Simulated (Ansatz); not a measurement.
# Ca chain started as a strip of triangles: period, moment and channels by functional

Aim: how far do the period, the moment and the conductance of the Ca chain started as a strip of triangles depend on the functional, the datasets and spin-orbit coupling, and at what cost?

Calculated with Ansatz 0.2.0; DFT PBE, plane waves, PAW; relaxation of a chain's period, in the first sound run; inputs show where later runs differ.

## 1. The structure

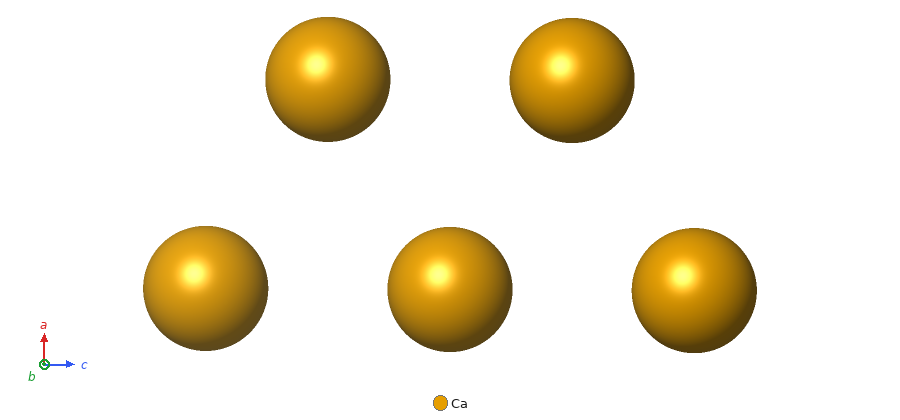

The starting structure, seen from the side, with the c axis across the page (calcium orange). 1×1×2 cells are drawn. Some periodic images of atoms are drawn too.

The cell holds 2 atoms: 2 Ca. Its edges and angles: a = 13.500 Å, b = 12.000 Å, c = 3.444 Å, α = 90.0°, β = 90.0°, γ = 90.0°. Vacuum lies along a and b. The structure's axis is c.

## 2. Relaxation of atoms and period, level PBE, cutoff 420 eV

Band widths follow the bond lengths, so the chain is relaxed first. The atoms and the third cell vector are free; the box across stays fixed as vacuum. Moments are seeded so that a magnetic state can form if it lies lower. A Fermi-Dirac smearing is set since the result may be a metal. The pressure printed is a third of the stress's trace over the whole box, vacuum included; only the stress along the axis is relaxed.

Contents of input.yaml:

```yaml
crystal:
  lattice:
    - [13.5, 0.0, 0.0]
    - [0.0, 12.0, 0.0]
    - [0.0, 0.0, 3.44432]
  atoms:
    - { symbol: Ca, position: [0.39101037, 0.5, 0.0], spin: 0.5 }
    - { symbol: Ca, position: [0.60898963, 0.5, 0.5], spin: 0.5 }
magnetization:
  spin_polarized: true
kpoints:
  mp_grid: { grid: [1, 1, 24] }
scf:
  occupations: { method: fermi_dirac, width: 0.05 }
hamiltonian:
  xc: pbe
relax:
  cell: { fix: [a, b, alpha, beta, gamma] }
  max_steps: 60
```

Launch:

```sh
ansatz run input.yaml --threads 4 --pin off --max-ram 16384MiB --backend cpu --events-out ev --progress --plain --runs-dir out
```

Numbers of over 12 decimals in the logs are rounded to 6 here.

What it wrote:

```text
Engine: ansatz 0.2.0, x86_64-unknown-linux-gnu
Pseudopotentials: kind: paw
Pseudopotential: Ca, paw, valence charge 10, recommended cutoff 420 eV (normal), Ca.paw.azcp
Functional definition: PBE
  parameter kappa = 0.804
  parameter beta = 0.066725
  exchange = pbe_x(kappa = kappa, mu = beta*pi^2/3)
  correlation = pbe_c(beta = beta)
Crystal: 2 atoms, lattice volume = 557.980 Å³
Basis set: ecut = 420 eV, 10943 PW (Γ), exchange–correlation on 192×162×48 points (8 copies of the dense FFT grid, shifted against one another)
Bands: 15, of which v1, the nominal top of the filled ones, is band 10 counted from 1 (9 counted from 0)
Symmetry: 8 space group operations
Space group: Pmma (ITA 51), of the structure as read, at distance tolerance 8.2e-5 Å
Magnetic group: BNS 51.289 (UNI 387), of the structure as read, at distance tolerance 8.2e-5 Å
k-points: 13 of 24
Non-local potential: Ca, projectors of the file, l = 0: 3, l = 1: 2, l = 2: 2
PAW form: soft (Blöchl's): semilocal exchange-correlation on the pseudo side does not see the compensation charge
PAW one-centre angular grid: Ca, 110 points (default); XC on 64 Gauss nodes
Initial density: superposition of atomic densities (neutral atoms: chi_scale 0, normalization atom)
Starting moments: Σ|m| = 1 μB on 2 of 2 sites
Initial wavefunctions: pseudopotential atomic-orbital guess
Functional: x = pbe(κ = 0.804, μ = 0.219515), c = pbe(β = 0.066725)
SCF iter   1: F=—  HF=-3632.201613 eV  |F-HF|=—  |Δ(HF+E_count)|=         —  Δρ=1.06e-2 (↑7.39e-3 ↓1.06e-2)  dr2=5.44e0  dr2_m=1.94e-1  M=0.366 μB ∫|m|=0.384 μB  β_m=0.30  ethr=3.10e-3  ⟨swp⟩=11.5  Hψ=3305  notcnv=0
preconditioner: auto → LDOS  [metal: Δε(μ)=0.031 eV  Ē_g=2.236 eV  σ=0.050 eV  W_gap=0.15  n_scr=30 (ndim 8)  ℏωp=3.1 eV  f_vac=0.663  D(μ)=3.51/eV (n_scr^D=12)]
spin=Collinear: LDOS preconditioning applied to the charge; magnetization (m = ρ↑ − ρ↓) channel mixes plain (no charge-response kernel on spin).
SCF iter   2: F=—  HF=-3631.409829 eV  |F-HF|=—  |Δ(HF+E_count)|=   7.92e-1  Δρ=6.65e-3 (↑5.12e-3 ↓6.65e-3)  dr2=1.75e0  dr2_m=1.03e-1  M=0.410 μB ∫|m|=0.411 μB  β_m=0.30  ethr=3.10e-3  ⟨swp⟩=3.0  Hψ=823  notcnv=0
SCF iter   3: F=—  HF=-3631.118992 eV  |F-HF|=—  |Δ(HF+E_count)|=   2.91e-1  Δρ=4.01e-3 (↑4.01e-3 ↓3.20e-3)  dr2=1.50e-1  dr2_m=5.54e-2  M=0.441 μB ∫|m|=0.441 μB  β_m=0.30  ethr=3.10e-3  ⟨swp⟩=3.2  Hψ=675  notcnv=0
SCF iter   4: F=—  HF=-3631.161626 eV  |F-HF|=—  |Δ(HF+E_count)|=   4.26e-2  Δρ=2.62e-3 (↑2.46e-3 ↓2.62e-3)  dr2=1.05e-1  dr2_m=2.82e-2  M=0.468 μB ∫|m|=0.469 μB  β_m=0.30  ethr=7.50e-4  ⟨swp⟩=3.2  Hψ=808  notcnv=0
SCF iter   5: F=—  HF=-3631.163498 eV  |F-HF|=—  |Δ(HF+E_count)|=   1.87e-3  Δρ=1.83e-3 (↑1.83e-3 ↓1.71e-3)  dr2=9.42e-3  dr2_m=1.46e-2  M=0.507 μB ∫|m|=0.508 μB  β_m=0.30  ethr=5.26e-4  ⟨swp⟩=2.1  Hψ=565  notcnv=0
SCF iter   6: F=—  HF=-3631.175783 eV  |F-HF|=—  |Δ(HF+E_count)|=   1.23e-2  Δρ=1.27e-3 (↑1.19e-3 ↓1.27e-3)  dr2=1.54e-3  dr2_m=7.52e-3  M=0.544 μB ∫|m|=0.544 μB  β_m=0.30  ethr=4.71e-5  ⟨swp⟩=2.7  Hψ=731  notcnv=0
SCF iter   7: F=—  HF=-3631.182105 eV  |F-HF|=—  |Δ(HF+E_count)|=   6.32e-3  Δρ=9.35e-4 (↑8.59e-4 ↓9.35e-4)  dr2=4.98e-4  dr2_m=4.00e-3  M=0.578 μB ∫|m|=0.580 μB  β_m=1.00  ethr=7.69e-6  ⟨swp⟩=2.0  Hψ=489  notcnv=0
SCF iter   8: F=—  HF=-3631.195800 eV  |F-HF|=—  |Δ(HF+E_count)|=   1.37e-2  Δρ=3.42e-4 (↑3.42e-4 ↓2.29e-4)  dr2=6.60e-4  dr2_m=3.72e-4  M=0.657 μB ∫|m|=0.674 μB  β_m=1.00  ethr=2.49e-6  ⟨swp⟩=3.0  Hψ=821  notcnv=0
SCF iter   9: F=—  HF=-3631.200074 eV  |F-HF|=—  |Δ(HF+E_count)|=   4.27e-3  Δρ=2.56e-4 (↑2.56e-4 ↓1.33e-4)  dr2=1.28e-3  dr2_m=1.22e-4  M=0.689 μB ∫|m|=0.729 μB  β_m=1.00  ethr=2.49e-6  ⟨swp⟩=3.6  Hψ=693  notcnv=0
SCF iter  10: F=—  HF=-3631.200830 eV  |F-HF|=—  |Δ(HF+E_count)|=   7.56e-4  Δρ=1.35e-4 (↑1.04e-4 ↓1.35e-4)  dr2=5.91e-4  dr2_m=2.01e-5  M=0.692 μB ∫|m|=0.748 μB  β_m=1.00  ethr=2.49e-6  ⟨swp⟩=2.5  Hψ=669  notcnv=0
SCF iter  11: F=—  HF=-3631.201116 eV  |F-HF|=—  |Δ(HF+E_count)|=   2.86e-4  Δρ=7.42e-5 (↑7.42e-5 ↓6.57e-5)  dr2=9.32e-5  dr2_m=1.55e-5  M=0.702 μB ∫|m|=0.769 μB  β_m=1.00  ethr=2.49e-6  ⟨swp⟩=2.1  Hψ=460  notcnv=0
SCF iter  12: F=—  HF=-3631.201344 eV  |F-HF|=—  |Δ(HF+E_count)|=   2.29e-4  Δρ=5.40e-5 (↑5.40e-5 ↓5.09e-5)  dr2=9.09e-5  dr2_m=4.05e-6  M=0.701 μB ∫|m|=0.777 μB  β_m=1.00  ethr=4.66e-7  ⟨swp⟩=2.7  Hψ=661  notcnv=0
SCF iter  13: F=—  HF=-3631.201385 eV  |F-HF|=—  |Δ(HF+E_count)|=   4.09e-5  Δρ=2.60e-5 (↑2.51e-5 ↓2.60e-5)  dr2=1.97e-6  dr2_m=2.94e-6  M=0.704 μB ∫|m|=0.786 μB  β_m=1.00  ethr=4.54e-7  ⟨swp⟩=2.0  Hψ=451  notcnv=0
SCF iter  14: F=—  HF=-3631.201411 eV  |F-HF|=—  |Δ(HF+E_count)|=   2.62e-5  Δρ=1.82e-5 (↑1.63e-5 ↓1.82e-5)  dr2=5.17e-7  dr2_m=1.37e-6  M=0.706 μB ∫|m|=0.791 μB  β_m=1.00  ethr=9.86e-9  ⟨swp⟩=3.0  Hψ=719  notcnv=0
SCF iter  15: F=—  HF=-3631.201425 eV  |F-HF|=—  |Δ(HF+E_count)|=   1.41e-5  Δρ=1.26e-5 (↑1.26e-5 ↓1.11e-5)  dr2=2.18e-7  dr2_m=6.96e-7  M=0.707 μB ∫|m|=0.795 μB  β_m=0.30  ethr=2.59e-9  ⟨swp⟩=3.1  Hψ=680  notcnv=0
Mixer restart at iter 15: flushing history
spin-set hold released at iteration 15 (site moments contracting): the magnetisation degrees of freedom join the quasi-Newton model from the next iteration; the mixer history was flushed
SCF iter  16: F=—  HF=-3631.201428 eV  |F-HF|=—  |Δ(HF+E_count)|=   2.32e-6  Δρ=1.11e-5 (↑1.11e-5 ↓1.05e-5)  dr2=1.08e-7  dr2_m=5.80e-7  M=0.707 μB ∫|m|=0.796 μB  β_m=0.65  ethr=5.00e-10  ⟨swp⟩=5.3  Hψ=1164  notcnv=0
SCF iter  17: F=—  HF=-3631.201434 eV  |F-HF|=—  |Δ(HF+E_count)|=   6.74e-6  Δρ=7.19e-6 (↑6.29e-6 ↓7.19e-6)  dr2=5.03e-8  dr2_m=2.28e-7  M=0.707 μB ∫|m|=0.799 μB  β_m=0.82  ethr=5.00e-10  ⟨swp⟩=6.1  Hψ=1371  notcnv=0
SCF iter  18: F=—  HF=-3631.201438 eV  |F-HF|=—  |Δ(HF+E_count)|=   3.57e-6  Δρ=2.83e-6 (↑2.35e-6 ↓2.83e-6)  dr2=1.14e-8  dr2_m=3.33e-8  M=0.708 μB ∫|m|=0.802 μB  β_m=0.91  ethr=2.52e-10  ⟨swp⟩=6.2  Hψ=1322  notcnv=0
SCF iter  19: F=—  HF=-3631.201439 eV  |F-HF|=—  |Δ(HF+E_count)|=   4.80e-7  Δρ=6.50e-7 (↑6.50e-7 ↓5.06e-7)  dr2=2.03e-9  dr2_m=1.52e-9  M=0.709 μB ∫|m|=0.804 μB  β_m=0.96  ethr=5.69e-11  ⟨swp⟩=5.5  Hψ=1213  notcnv=0
SCF iter  20: F=—  HF=-3631.201439 eV  |F-HF|=—  |Δ(HF+E_count)|=   1.42e-8  Δρ=3.86e-7 (↑3.86e-7 ↓3.42e-7)  dr2=2.07e-9  dr2_m=4.87e-10  M=0.709 μB ∫|m|=0.804 μB  β_m=0.96  ethr=1.02e-11  ⟨swp⟩=3.8  Hψ=981  notcnv=0
SCF iter  21: F=—  HF=-3631.201439 eV  |F-HF|=—  |Δ(HF+E_count)|=   3.54e-9  Δρ=2.11e-7 (↑2.11e-7 ↓1.82e-7)  dr2=2.18e-10  dr2_m=1.79e-10  M=0.709 μB ∫|m|=0.804 μB  β_m=0.98  ethr=1.02e-11  ⟨swp⟩=3.4  Hψ=868  notcnv=0
[...]
SCF iter   8: F=-3631.435581 eV  HF=-3631.435581 eV  |F-HF|=9.19e-8  |Δ(HF+E_count)|=   7.09e-7  Δρ=1.83e-6 (↑1.83e-6 ↓1.67e-6)  dr2=4.40e-9  dr2_m=1.63e-8  M=0.484 μB ∫|m|=0.567 μB  β_m=0.98  ethr=2.47e-10  ⟨swp⟩=2.0  Hψ=1437  notcnv=0
iter 9 did not close the SCF: its close was put off for a magnetic moment that had not settled (scf_convergence_deferred on its scf_iter line)
SCF iter   9: F=-3631.435581 eV  HF=-3631.435581 eV  |F-HF|=1.02e-8  |Δ(HF+E_count)|=   2.44e-7  Δρ=7.37e-7 (↑5.96e-7 ↓7.37e-7)  dr2=2.56e-9  dr2_m=2.13e-9  M=0.484 μB ∫|m|=0.567 μB  β_m=0.99  ethr=2.20e-11  ⟨swp⟩=1.2  Hψ=1256  notcnv=0
iter 10 did not close the SCF: its close was put off for a magnetic moment that had not settled (scf_convergence_deferred on its scf_iter line)
SCF iter  10: F=-3631.435581 eV  HF=-3631.435581 eV  |F-HF|=6.51e-10  |Δ(HF+E_count)|=   3.16e-8  Δρ=2.09e-7 (↑2.09e-7 ↓1.81e-7)  dr2=3.80e-10  dr2_m=1.24e-10  M=0.483 μB ∫|m|=0.566 μB  β_m=0.99  ethr=1.28e-11  ⟨swp⟩=1.0  Hψ=1228  notcnv=0
SCF iter  11: F=-3631.435581 eV  HF=-3631.435581 eV  |F-HF|=3.87e-11  |Δ(HF+E_count)|=   1.74e-9  Δρ=5.39e-8 (↑5.39e-8 ↓5.13e-8)  dr2=5.68e-11  dr2_m=8.42e-12  M=0.483 μB ∫|m|=0.566 μB  ethr=1.90e-12  ⟨swp⟩=1.0  Hψ=1200  notcnv=0
SCF 3 converged in 11 iterations: F = -3631.435581 eV  dr2 = 5.68e-11
relax step   3: F+E_penalty+E_count = -3631.43558105 eV  Δ(F+E_penalty+E_count) = -8.819e-2 eV  max|allowed force component| = 2.321e-2 eV/Å  Δτ_max = 0.0339 Å  P = +0.101 GPa  Ω = 602.047 Å³  energy of the carried Pulay correction = -2.476e-4 eV  fix = [a, b, alpha, beta, gamma]  reactions: a +0.038, b +0.004 GPa  (11 SCF iters, dr2 threshold 2.00e-7 eV, accepted)
[...]
relax step   4: F+E_penalty+E_count = -3631.45022599 eV  Δ(F+E_penalty+E_count) = -1.464e-2 eV  max|allowed force component| = 8.069e-3 eV/Å  Δτ_max = 0.0059 Å  P = -0.014 GPa  Ω = 629.946 Å³  energy of the carried Pulay correction = -3.949e-4 eV  fix = [a, b, alpha, beta, gamma]  reactions: a +0.024, b +0.002 GPa  (11 SCF iters, dr2 threshold 1.71e-7 eV, accepted)
[...]
relax step   5: F+E_penalty+E_count = -3631.45180143 eV  Δ(F+E_penalty+E_count) = -1.575e-3 eV  max|allowed force component| = 4.773e-3 eV/Å  Δτ_max = 0.0073 Å  P = +0.003 GPa  Ω = 623.844 Å³  energy of the carried Pulay correction = -3.633e-4 eV  fix = [a, b, alpha, beta, gamma]  reactions: a +0.014, b +0.003 GPa  (10 SCF iters, dr2 threshold 1.21e-8 eV, accepted)
Basis set: ecut = 420 eV, 12209 PW (Γ), exchange–correlation on 192×162×54 points (8 copies of the dense FFT grid, shifted against one another)
Initial wavefunctions: pseudopotential atomic-orbital guess (no wavefunctions were taken with the density)
iter 1 solved again at ethr=5.91e-7 eV; its pass at ethr=3.10e-3 eV (dr2=1.18e-4 eV) is discarded
SCF iter   1: F=—  HF=-3631.452414 eV  |F-HF|=—  |Δ(HF+E_count)|=         —  Δρ=1.90e-5 (↑1.90e-5 ↓1.90e-5)  dr2=9.97e-7  dr2_m=1.59e-9  M=0.408 μB ∫|m|=0.480 μB  β_m=0.30  ethr=5.91e-7  ⟨swp⟩=4.8  Hψ=4581  notcnv=0
preconditioner: auto → LDOS  [metal: Δε(μ)=0.031 eV  Ē_g=1.926 eV  σ=0.050 eV  W_gap=0.15  n_scr=30 (ndim 8)  ℏωp=3.0 eV  f_vac=0.671  D(μ)=3.21/eV (n_scr^D=10)]
spin=Collinear: LDOS preconditioning applied to the charge; magnetization (m = ρ↑ − ρ↓) channel mixes plain (no charge-response kernel on spin).
SCF iter   2: F=—  HF=-3631.452400 eV  |F-HF|=—  |Δ(HF+E_count)|=   1.42e-5  Δρ=1.33e-5 (↑1.33e-5 ↓1.33e-5)  dr2=4.87e-7  dr2_m=8.31e-10  M=0.408 μB ∫|m|=0.480 μB  β_m=0.64  ethr=4.99e-9  ⟨swp⟩=2.4  Hψ=599  notcnv=0
SCF iter   3: F=—  HF=-3631.452400 eV  |F-HF|=—  |Δ(HF+E_count)|=   2.06e-7  Δρ=4.74e-7 (↑4.68e-7 ↓4.74e-7)  dr2=3.46e-9  dr2_m=5.67e-11  M=0.408 μB ∫|m|=0.480 μB  β_m=0.59  ethr=2.44e-9  ⟨swp⟩=3.0  Hψ=717  notcnv=0
SCF iter   4: F=—  HF=-3631.452400 eV  |F-HF|=—  |Δ(HF+E_count)|=   5.71e-9  Δρ=2.26e-7 (↑2.20e-7 ↓2.26e-7)  dr2=8.66e-10  dr2_m=2.22e-11  M=0.408 μB ∫|m|=0.480 μB  β_m=0.80  ethr=1.73e-11  ⟨swp⟩=3.4  Hψ=726  notcnv=0
SCF iter   5: F=—  HF=-3631.452400 eV  |F-HF|=—  |Δ(HF+E_count)|=   6.52e-8  Δρ=6.29e-8 (↑5.89e-8 ↓6.29e-8)  dr2=9.85e-11  dr2_m=1.46e-12  M=0.408 μB ∫|m|=0.480 μB  β_m=0.82  ethr=4.33e-12  ⟨swp⟩=3.1  Hψ=783  notcnv=0
SCF iter   6: F=—  HF=-3631.452400 eV  |F-HF|=—  |Δ(HF+E_count)|=  6.36e-10  Δρ=2.90e-8 (↑2.77e-8 ↓2.90e-8)  dr2=3.32e-11  dr2_m=7.56e-13  M=0.408 μB ∫|m|=0.480 μB  β_m=0.91  ethr=1.00e-12  ⟨swp⟩=7.3  Hψ=1662  notcnv=0
SCF iter   7: F=-3631.452400 eV  HF=-3631.452400 eV  |F-HF|=6.28e-11  |Δ(HF+E_count)|=  3.63e-10  Δρ=1.28e-8 (↑1.06e-8 ↓1.28e-8)  dr2=3.40e-12  dr2_m=1.59e-13  M=0.408 μB ∫|m|=0.480 μB  ethr=1.00e-12  ⟨swp⟩=7.0  Hψ=1634  notcnv=0
SCF 6 converged in 7 iterations: F = -3631.452400 eV  dr2 = 3.40e-12
relax step   6: F+E_penalty+E_count = -3631.45239985 eV  Δ(F+E_penalty+E_count) = -5.984e-4 eV  max|allowed force component| = 4.777e-3 eV/Å  Δτ_max = 0.0000 Å  P = +0.004 GPa  Ω = 623.844 Å³  fix = [a, b, alpha, beta, gamma]  reactions: a +0.014, b +0.003 GPa  stress off target by 6.26e-3 GPa on what of the cell is left free  SCF on the basis re-selected at this cell (its energy is not comparable with the rows above)  (7 SCF iters)
basis re-selected at this cell: Δ(F+E_penalty+E_count) = -5.984e-4 eV, ΔP = +0.001 GPa vs the last step (what re-selecting the basis moved, of the pressure what is left beyond the Pulay correction that the steps carried, after the strain that the cell walked since its last selection, with what the two solves' SCF thresholds leave and, on support functions, any second-order correction that the steps lacked; it is no measure of the basis error at this ecutwfc). The dense FFT grid was sized anew with the basis: this SCF ran on 96×81×27 points, the steps before it on 96×81×24, so part of this shift can come from that change (see relax.cell in the input reference). [rest of the remark cut]
SCF converged after 7 iterations
Magnetization: 0.4079 μB (10.2040 up, 9.7960 down)
Absolute magnetization: 0.4820 μB (∫|ρ↑−ρ↓|, with the PAW one-centre terms)
Spin contamination: 0.0203 ħ² per cell (⟨S²⟩ above its minimum at these occupations)
Per-site moments (μB) at R_I (Å): [(0.055573, 1.529416), (0.055573, 1.529416)]
Free energy (F): -3631.452400 eV
Harris-Foulkes:  -3631.452400 eV  (|F-HF|=6.28e-11)
Internal energy: -3631.426200 eV  (E = F + TS)
E sigma→0 (E₀):  -3631.439300 eV
Entropy (-TS):   -0.026200 eV (-13.100 meV/atom)
Fermi energy:    -1.467374 eV
--- Per-component energies (eV) ---
  E_band       = -496.058706
  E_kinetic    = 547.563485
  E_local      = -3841.456138  (includes V_loc(G=0)·N_el)
  E_nonlocal   = 127.547111
  E_hartree    = 1567.154467
  E_xc         = -269.084547
  E_vxc        = -335.135596  (∫ρ·V_xc dr)
  E_paw        = -1716.360845  (= ΣΔE_a)
  E_vpaw       = -128.886422  (= ΣTr[D̂ρ^β])
  E_aug_tail   = -0.000012  (compensation charges beyond the density's cutoff)
  E_ewald      = -46.789722
  E_smearing   = -0.026200  (= −TS)
  E_closure    = 0.000000  (closes the sum)
  Σ components = -3631.452400   (vs F -3631.452400, Δ=0.00e0)
--- Forces (eV/Å), atoms counted from 1 ---
  atom   1  Ca     0.00477735     0.00000000     0.00000000
  atom   2  Ca    -0.00477735     0.00000000     0.00000000
  max |Σ_I F_I| component: 1.73e-18 eV/Å
--- Stress (GPa, compression-positive) ---
        0.014405       0.000000       0.000000
        0.000000       0.003020       0.000000
        0.000000       0.000000      -0.006257
  P = ⅓ Tr σ = 0.0037 GPa (0.037 kbar)
--- Relaxed structure (5 steps of the walk, 5 accepted, 1 SCFs on fresh bases) ---
  F+E_penalty+E_count = -3631.45239985 eV   max|allowed force component| = 4.777e-3 eV/Å   (the final SCF, on the basis selected at the relaxed cell)
  cell:  # Å, volume = 623.8442 Å³
    - [13.5, 0.0, 0.0]
    - [0.0, 12.0, 0.0]
    - [0.0, 0.0, 3.850890]
  atoms:
    - { symbol: Ca, position: [0.382647, 0.5, 0.0] }
    - { symbol: Ca, position: [0.617353, 0.5, 0.500000] }
```

It took 23 s on 4 threads of Intel Xeon 6975P-C (Granite Rapids), shared host; peak memory 0.91 GiB; 81 s of CPU time.

Relaxation path:

| step | energy less that of the first step (eV) | largest force component (eV/Å) | pressure (GPa) | volume (Å³) |
| --- | --- | --- | --- | --- |
| 1 | 0.0000 | 0.5288 | 0.52 | 557.98 |
| 2 | -0.1460 | 0.1648 | 0.29 | 574.69 |
| 3 | -0.2341 | 0.0232 | 0.10 | 602.05 |
| 4 | -0.2488 | 0.0081 | -0.01 | 629.95 |
| 5 | -0.2504 | 0.0048 | 0.00 | 623.84 |
| 6* | -0.2510 | 0.0048 | 0.00 | 623.84 |

Relaxation steps marked * repeat the geometry before them on a plane-wave basis chosen anew for their cell, so energy and pressure can jump there.

Forces are held to the 8 operations that the run works with; a distortion that breaks them can't arise in this run.

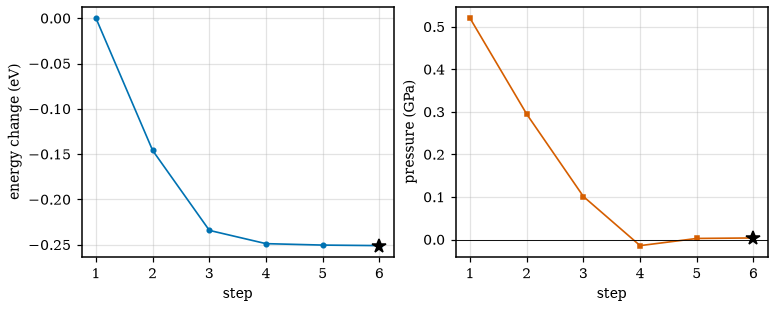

Energy and pressure along the relaxation. Stars mark steps on a basis chosen anew.

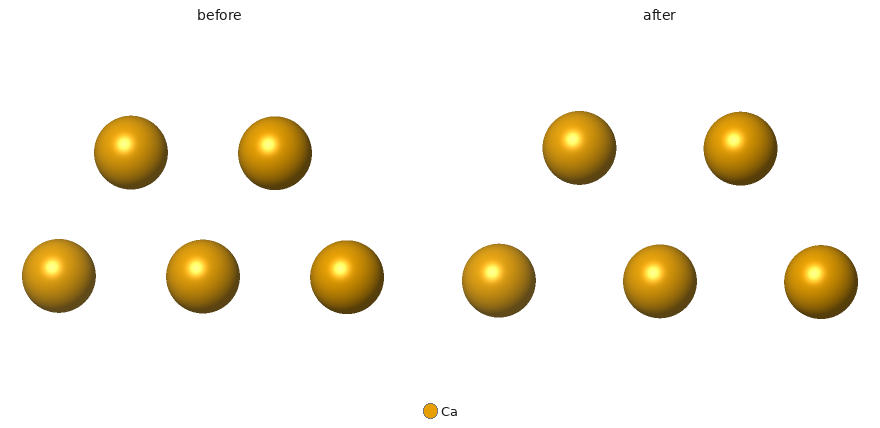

The structure before and after the relaxation, drawn at the same scale.

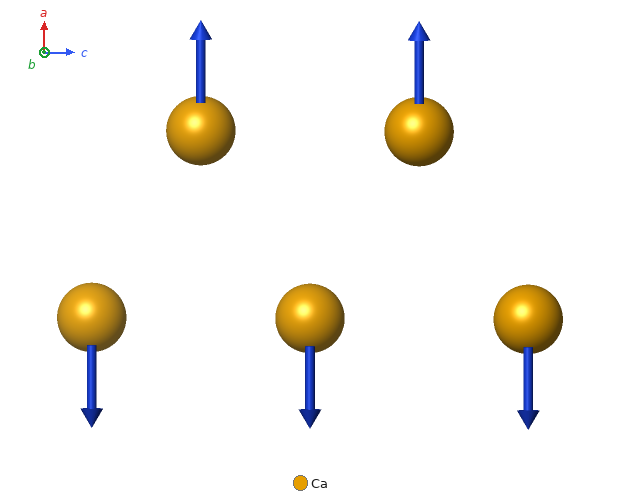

Displacements in the relaxation, exaggerated, measured against the changing cell; the longest in the cell stands for 0.11 Å. 1×1×2 cells are drawn. Some periodic images of atoms are drawn too.

| cell as run | before | after | change |
| --- | --- | --- | --- |
| c (Å) | 3.444 | 3.851 | +11.8 % |

The atoms that moved most (Å, along periodic axes as changes of fractional coordinates times the final cell, across vacuum about the mean position):

| atom | dx | dy | dz | length |
| --- | --- | --- | --- | --- |
| Ca1 | -0.113 | 0.000 | 0.000 | 0.113 |
| Ca2 | 0.113 | 0.000 | 0.000 | 0.113 |

Final coordinates:

```xyz
2
Lattice="13.5000 0.0000 0.0000 0.0000 12.0000 0.0000 0.0000 0.0000 3.8509" Properties=species:S:1:pos:R:3
Ca    5.1657    6.0000    0.0000
Ca    8.3343    6.0000    1.9254
```

Numbers from this step:

* energy at zero smearing: -3631.4393 eV
* total moment: 0.4079 μB
* absolute moment: 0.4820 μB
* cell length along the wire: 3.851 Å

The cell's length comes to 3.851 Å with an absolute moment of 0.48 μB a cell.

(Part 1 of 3 ends here.)

[Logs are printed without paths, hosts, clocks, repeated set-up lines and the standing remarks that a program may print on its own settings, such as how far it seeks lower states.]

[Hosts, paths, dates, database ids (printed as entryN), source tags and the programs' standing remarks are cut or masked in the printed files.]
